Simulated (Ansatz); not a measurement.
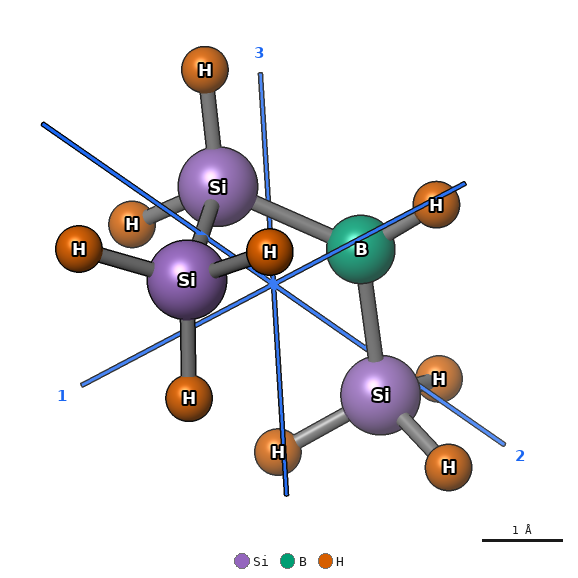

The three principal axes of inertia are drawn and numbered. Distant atoms are faded towards the background colour. Computed geometry: PBE-D4/def2-SVP optimisation. No frequency run is at hand to confirm it as a minimum. Masses are those of the most abundant isotopes; constants are for the rigid equilibrium geometry.

> Which line is the a axis (least moment of inertia), which b and which c?

a is line 2, b is line 3, c is line 1; the moments are 113, 328, 398 u Å².

> What kind of rotor is it, and what are its rotational constants in MHz?

An asymmetric top (C1): A = 4483, B = 1540, C = 1270 MHz. Ray's parameter κ is −0.83, nearer the prolate limit.
